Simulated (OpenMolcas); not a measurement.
H₂O: single-point calculation

- system: H₂O
- method: CASPT2/ANO-R3, sfX2C (OpenMolcas 26.06)

The geometry comes from this level: PBE0-D4/def2-TZVP.

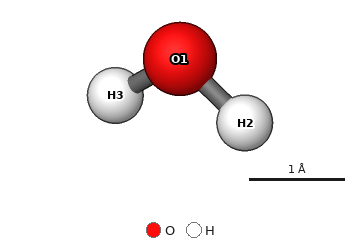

Figure 1. The structure (ball-and-stick view, seen at a tilt; atoms are numbered from 1 in the order of the input).

**Key numbers**

```csv
quantity,value
outcome,converged
total energy,−76.383265 hartree
CASSCF energy,−76.122080 hartree
basis functions,61
hardware,"1 thread of Arm Neoverse V1, 24 GiB of memory available, shared host"
wall time,3.3 s
peak memory,0.079 GiB
```

**Input**
```
* H2O CASPT2
&GATEWAY
Coord
mol.xyz
Basis
ANO-R3
Group
NoSym
RICD
&SEWARD
&RASSCF
FileOrb
$CurrDir/step2.RasOrb
Spin
1
Nactel
2 0 0
Inactive
4
Ras2
2
OrbListing
Nothing
OrbAppear
Compact
&CASPT2
Imaginary
0.2
```

**File mol.xyz**
```
3

O     -0.302700     0.200200    -0.140600
H      0.466500     0.548400     0.315300
H     -0.163800    -0.748600    -0.174700
```

Command:
```bash
export MOLCAS_MEM=1860
pymolcas step3.input > step3.log
```

**Log**
```
--- Start Module: gateway ---

                                              &GATEWAY

                       available to each process: 1.9 GB of memory, 1 thread

++    Symmetry information:
      ---------------------

                    Character Table for C1

                             E
                    a        1  x, y, xy, Rz, z, xz, Ry, yz, Rx, I
--

++    Basis set information:
      ----------------------

      Basis set label: O.ANO-R...4S4P2D1F.

      Electronic valence basis set:
      ------------------
      Associated Effective Charge   8.000000 au
      Associated Actual Charge      8.000000 au
      Nuclear Model: Finite nucleus - Gaussian distribution
        Gaussian exponent, Xi/bohr**(-2):  5.86314E+08

      Shell  nPrim  nBasis  Cartesian Spherical Contaminant
         s      13       4        X
         p       8       4        X
         d       4       2                 X
         f       3       1                 X

      Basis set label: H.ANO-R...3S2P1D.

      Electronic valence basis set:
      ------------------
      Associated Effective Charge   1.000000 au
      Associated Actual Charge      1.000000 au
      Nuclear Model: Finite nucleus - Gaussian distribution
        Gaussian exponent, Xi/bohr**(-2):  2.12482E+09

      Shell  nPrim  nBasis  Cartesian Spherical Contaminant
         s       7       3        X
         p       4       2        X
         d       2       1                 X
--

++    Molecular structure info:
      -------------------------

                    ************************************************
                    **** Cartesian Coordinates / bohr, angstrom ****
                    ************************************************

     Center  Label                x              y              z                     x              y              z
        1      O1              -0.572020       0.378323      -0.265695             -0.302700       0.200200      -0.140600
        2      H2               0.881557       1.036326       0.595831              0.466500       0.548400       0.315300
        3      H3              -0.309537      -1.414649      -0.330135             -0.163800      -0.748600      -0.174700

                    ***************************************
                    *    InterNuclear Distances / bohr    *
                    ***************************************

               1 O1            2 H2            3 H3
    1 O1       0.000000
    2 H2       1.813307        0.000000
    3 H3       1.813229        2.878089        0.000000

                    *******************************************
                    *    InterNuclear Distances / angstrom    *
                    *******************************************

               1 O1            2 H2            3 H3
    1 O1       0.000000
    2 H2       0.959561        0.000000
    3 H3       0.959519        1.523019        0.000000

                    **************************************
                    *    Valence Bond Angles / degree    *
                    **************************************
                          Atom centers                 Phi
                      2 H2       1 O1       3 H3       105.05
                      1 O1       2 H2       3 H3        37.47
                      1 O1       3 H3       2 H2        37.48
--

            Nuclear Potential Energy              9.17130075 au

--- Stop Module: gateway /rc=_RC_ALL_IS_WELL_ ---

--- Start Module: seward ---

                                              &SEWARD

                       available to each process: 1.9 GB of memory, 1 thread

               SEWARD will generate:
                  Multipole Moment integrals up to order  2
                  Kinetic Energy integrals
                  Nuclear Attraction integrals (finite nuclei - Gaussian type)
                  One-Electron Hamiltonian integrals
                  Velocity integrals
                  Relativistic X2C integrals
                  Orbital angular momentum around ( -0.4760   0.3148  -0.2211 )
                  Velocity quadrupole around ( -0.4760   0.3148  -0.2211 )
                  Atomic mean-field integrals
                  RI decomposed two-electron repulsion integrals stored Cholesky style
                   - acCD auxiliary basis
                   - CD Threshold:   1.00E-04

                   Integrals are discarded if absolute value <: 1.00E-14
                   Integral cutoff threshold is set to       <: 1.00E-16

            Nuclear Potential Energy              9.17130075 au

      Basis set specifications :
      Symmetry species         a
      Basis functions           61

--- Stop Module: seward /rc=_RC_ALL_IS_WELL_ ---
--- Module seward spent 1 second ---

--- Start Module: rasscf ---

                                              &RASSCF

                       available to each process: 1.9 GB of memory, 1 thread

      Header of the ONEINT file:
      --------------------------

      OrdInt status: non-squared

      Cartesian coordinates in angstrom:
      -----------------------------------------------------
      No.  Label        X            Y            Z
      -----------------------------------------------------
       1   O1        -0.30270000   0.20020000  -0.14060000
       2   H2         0.46650000   0.54840000   0.31530000
       3   H3        -0.16380000  -0.74860000  -0.17470000
      -----------------------------------------------------
      Nuclear repulsion energy =    9.17130075

++    Wave function specifications:
      -----------------------------

      Number of closed shell electrons           8
      Number of electrons in active shells       2
      Max number of holes in RAS1 space          0
      Max nr of electrons in RAS3 space          0
      Number of inactive orbitals                4
      Number of active orbitals                  2
      Number of secondary orbitals              55
      Spin quantum number                      0.0
      State symmetry                             1
--

++    Orbital specifications:
      -----------------------

      Symmetry species                           1
                                                 a
      Frozen orbitals                            0
      Inactive orbitals                          4
      Active orbitals                            2
      RAS1 orbitals                              0
      RAS2 orbitals                              2
      RAS3 orbitals                              0
      Secondary orbitals                        55
      Deleted orbitals                           0
      Number of basis functions                 61
--

++    CI expansion specifications:
      ----------------------------

      Number of CSFs                             3
      Number of spin combinations                3
      Number of determinants                     4
      Number of root(s) required                 1
      Root chosen for geometry opt.              1
      CI root used                               1

      highest root included in the CI            1
      max. size of the explicit Hamiltonian      3
--

++    Optimization specifications:
      ----------------------------

      RASSCF algorithm: LK RI/DF
      Maximum number of macro iterations       200
      Maximum number of SX iterations          100
      Threshold for RASSCF energy            1.000E-08
      Threshold for max MO rotation          1.000E-01
      Threshold for max BLB element          1.000E-04
      Level shift parameter                  5.000E-01
      Make Quasi-Newton update
--

      The MO-coefficients are taken from the file:
      step2.RasOrb
      Title: RASSCF average (pseudo-natural) orbitals

      Total molecular charge    0.00

      ************************************************************************************************************************
      *                                            Wave function control section                                             *
      ************************************************************************************************************************

                                         RASSCF iterations: Energy and convergence statistics
                                         ----------------------------------------------------

          iter iter root      energy       change     param      element    value   shift minimum  type update hh:mm:ss
 Nr of preliminary CI iterations:   1
        1   1    3    1   -76.12208049    0.00E+00  -1.07E-05    2  46 1  2.00E-06   0.00   0.00    SX    NO    0:00:00
        2   1    3    1   -76.12208049   -2.75E-11  -1.72E-05    4   9 1  6.34E-07   0.00   0.00    SX    NO    0:00:00
        3   1    3    1   -76.12208049   -2.34E-11  -2.75E-05    5  51 1 -3.66E-07   0.00   0.00    SX    NO    0:00:00
        4   1    2    1   -76.12208049   -5.48E-11  -4.44E-05    5  51 1 -5.89E-07   0.00   0.00    SX    NO    0:00:00
      Convergence after  4 iterations
        5   1    2    1   -76.12208049   -1.39E-10  -4.44E-05    5  51 1 -9.51E-07   0.00   0.00    SX    NO    0:00:00

      ************************************************************************************************************************
                                                      Wave function printout:
                       occupation of active orbitals, and spin coupling of open shells (u,d: Spin up or down)
      ************************************************************************************************************************

      Note: transformation to natural orbitals
      has been made, which may change the order of the CSFs.

      printout of CI-coefficients larger than  0.05 for root  1
      energy=     -76.122080
      conf/sym  11     Coeff  Weight
             1  20   0.99917 0.99834

      Natural orbitals and occupation numbers for root  1
      sym 1:   1.996680   0.003320

      ************************************************************************************************************************
      *                                                    Final results                                                     *
      ************************************************************************************************************************

++    Final optimization conditions:
      ------------------------------

      Average CI energy                             -76.12208049
      RASSCF energy for state  1                    -76.12208049
      Super-CI energy                                -0.00000000
      RASSCF energy change                           -0.00000000
      Max change in MO coefficients              -4.294E-05
      Max non-diagonal density matrix element    -4.443E-05
      Maximum BLB matrix element                 -9.514E-07
      (orbital pair   5,  51 in symmetry   1)
      Norm of electronic gradient            2.333E-06
--

      Final state energy(ies):
      ------------------------

::    RASSCF root number  1 Total energy:    -76.12208049
      Von Neumann Entropy (Root   1) =  0.01772

      Mulliken population analysis for root number:  1
      -----------------------------------------------

++    Molecular charges:
      ------------------

      Mulliken charges per centre
      ---------------------------

                O1      H2      H3
      Total    8.3905  0.8047  0.8048

      N-E     -0.3905  0.1953  0.1952

      Total electronic charge=   10.000000

      Total            charge=   -0.000000
--

      Expectation values of various properties for root number:  1
      -----------------------------------------------------------

++    Molecular properties:
      ---------------------

      Charge (e):
                      =   -0.0000
      Dipole Moment (debye):
      Origin of the operator (angstrom)=   -0.2519    0.1666   -0.1170
                   X=  1.5490E+00               Y= -1.0245E+00               Z=  7.1949E-01           Total=  1.9917E+00
      Quadrupole Moment (debye*angstrom):
      Origin of the operator (angstrom)=   -0.2519    0.1666   -0.1170
                  XX= -6.0139E+00              XY=  5.6255E-01              XZ=  8.3062E-01              YY= -4.7169E+00
                  YZ=  6.1641E-01              ZZ= -6.9106E+00
      In traceless form (debye*angstrom)
                  XX= -2.0011E-01              XY=  8.4382E-01              XZ=  1.2459E+00              YY=  1.7454E+00
                  YZ=  9.2462E-01              ZZ= -1.5453E+00
--

      LoProp population analysis for root number:  1
      -----------------------------------------------

++    LoProp analysis:
      ----------------

++    Static properties:
      ------------------

      LoProp Charges per center

                   O1       H2       H3
      Nuclear      8.0000   1.0000   1.0000
      Electronic  -8.8883  -0.5559  -0.5559

      Total       -0.8883   0.4441   0.4441
--

      Natural Bond Order analysis for root number:  1

++    Natural Bond Order analysis
      ---------------------------
      Based on LoProp computed density
      -------------------------------------------------------------------------------------
      Atom A       Atom B       Bond Order
      -------------------------------------------------------------------------------------
      NBO located      1.000 non-bonded electrons on atom O1
      The remaining    4.827 electrons are to be considered as diffuse
--

--

      Average orbitals are written to the RASORB file
      Natural orbitals for root   1 are written to the RASORB.1 file
      Spin density orbitals for root   1 are written to the SPDORB.1 file

--- Stop Module: rasscf /rc=_RC_ALL_IS_WELL_ ---

--- Start Module: caspt2 ---

                                              &CASPT2

                       available to each process: 1.9 GB of memory, 1 thread

++    Wave function specifications:
      -----------------------------

      Number of closed shell electrons           6
      Number of electrons in active shells       2
      Max number of holes in RAS1 space          0
      Max number of electrons in RAS3 space      0
      Number of inactive orbitals                3
      Number of active orbitals                  2
      Number of secondary orbitals              55
      Spin quantum number                      0.0
      State symmetry                             1
      Number of CSFs                             3
      Number of CASSCF root(s) available         1
      CASPT2 state passed to geometry opt.       1
      A file JOBMIX will be created
      This is a CASSCF or RASSCF reference function
--

++    Orbital specifications:
      -----------------------

      Symmetry species                           1
                                                 a
      Frozen orbitals                            1
      Inactive orbitals                          3
      Active orbitals                            2
      Secondary orbitals                        55
      Deleted orbitals                           0
      Number of basis functions                 61
--

++    CASPT2 specifications:
      ----------------------

      Type of calculation                        SS-CASPT2
      Fock operator                              state-specific
      IPEA shift                                 0.25
      Real shift                                 0.00
      Imaginary shift                            0.20
      The input orbitals will be transformed to quasi-canonical
--

--------------------------------------------------------------------------------
 Estimated memory requirements:
  POLY3 :                   250070
  RHS:                      282880
  SIGMA :                   286960
  PRPCTL:                        0
 Available workspace:    232487959

++ CASPT2 computation for group   1

********************************************************************************
 Multi-State initialization phase begins for group   1
--------------------------------------------------------------------------------
********************************************************************************
 Compute H0 matrices for state    1
--------------------------------------------------------------------------------
--------------------------------------------------------------------------------
 H0 matrices have been computed.

********************************************************************************
  CASPT2 EQUATION SOLUTION
--------------------------------------------------------------------------------

  Total nr of CASPT2 parameters:
   Before reduction:       40745
   After  reduction:       35157

 Variance of |WF0>:       1.5639283398

 The contributions to the second order correlation energy in atomic units.
-----------------------------------------------------------------------------------------------------------------------------
  IT.      VJTU        VJTI        ATVX        AIVX        VJAI        BVAT        BJAT        BJAI        TOTAL       RNORM
-----------------------------------------------------------------------------------------------------------------------------
   1    -0.000000   -0.001422    0.000000   -0.015733   -0.010764   -0.017256   -0.082867   -0.128591   -0.256633    0.046155
   2    -0.000000   -0.001753    0.000000   -0.017041   -0.011797   -0.017286   -0.083053   -0.129488   -0.260419    0.010773
   3    -0.000000   -0.001762    0.000000   -0.017130   -0.011818   -0.017287   -0.083113   -0.129505   -0.260614    0.004068
   4    -0.000000   -0.001796    0.000000   -0.017045   -0.011766   -0.017285   -0.083103   -0.129494   -0.260489    0.001080
   5    -0.000000   -0.001798    0.000000   -0.017040   -0.011763   -0.017285   -0.083098   -0.129493   -0.260477    0.000304
   6    -0.000000   -0.001798    0.000000   -0.017042   -0.011764   -0.017285   -0.083098   -0.129495   -0.260483    0.000077
   7    -0.000000   -0.001798    0.000000   -0.017042   -0.011764   -0.017285   -0.083099   -0.129495   -0.260483    0.000022
   8    -0.000000   -0.001798    0.000000   -0.017042   -0.011764   -0.017285   -0.083099   -0.129495   -0.260483    0.000006
   9    -0.000000   -0.001798    0.000000   -0.017042   -0.011764   -0.017285   -0.083099   -0.129495   -0.260483    0.000002
-----------------------------------------------------------------------------------------------------------------------------

  FINAL CASPT2 RESULT:

      Reference energy:         -76.1220804950
      E2 (Non-variational):      -0.2604828291
      Shift correction:          -0.0007019394
      E2 (Variational):          -0.2611847684
      Total energy:             -76.3832652634
      Residual norm:              0.0000005032
      Reference weight:           0.94282

      Contributions to the CASPT2 correlation energy
      Active & Virtual Only:         -0.0172849958
      One Inactive Excited:          -0.1001407842
      Two Inactive Excited:          -0.1430570491

++ Denominators, etc.
--------------------------------------------------------------------------------------------------------------
 Report on small energy denominators, large coefficients, and large energy contributions.
CASE  SYMM ACTIVE-MIX  NON-ACTIVE INDICES          DENOMINATOR     RHS VALUE       COEFFICIENT     CONTRIBUTION
BVATP    1  Mu1.0001  Se1.012 Se1.012               2.06935707     -0.07078798      0.03389205     -0.00239915
BVATP    1  Mu1.0001  Se1.030 Se1.012               3.73611821      0.09556068     -0.02550489     -0.00243726
BJATP    1  Mu1.0001  In1.004 Se1.012 Se1.011       1.99202942      0.05200973     -0.02594480     -0.00134938
BJATM    1  Mu1.0001  In1.003 Se1.012 Se1.010       2.08248002      0.05613445     -0.02670922     -0.00149931
BJATM    1  Mu1.0001  In1.004 Se1.012 Se1.011       1.99202942      0.06875970     -0.03527070     -0.00242520
BJATM    1  Mu1.0001  In1.003 Se1.015 Se1.012       2.27287993     -0.06269992      0.02737416     -0.00171636
BJAIP    1  Se1.010 In1.003 Se1.010 In1.003         2.22734010      0.05754541     -0.02562929     -0.00147485
BJAIP    1  Se1.010 In1.003 Se1.019 In1.003         2.93250865     -0.07998238      0.02714811     -0.00217137
BJAIP    1  Se1.011 In1.004 Se1.011 In1.004         2.04643891      0.04878947     -0.02503516     -0.00122145
--

   (Skipping property calculation,
    use PROP keyword to activate)
--

  Total CASPT2 energies:
::    CASPT2 Root  1     Total energy:    -76.38326526

  A NEW JOBIPH FILE NAMED 'JOBMIX' IS PREPARED.
********************************************************************************
--- Stop Module: caspt2 /rc=_RC_ALL_IS_WELL_ ---

.##################.
.# Happy landing! #.
.##################.

    Timing: Wall=2.87 User=2.40 System=0.45
```
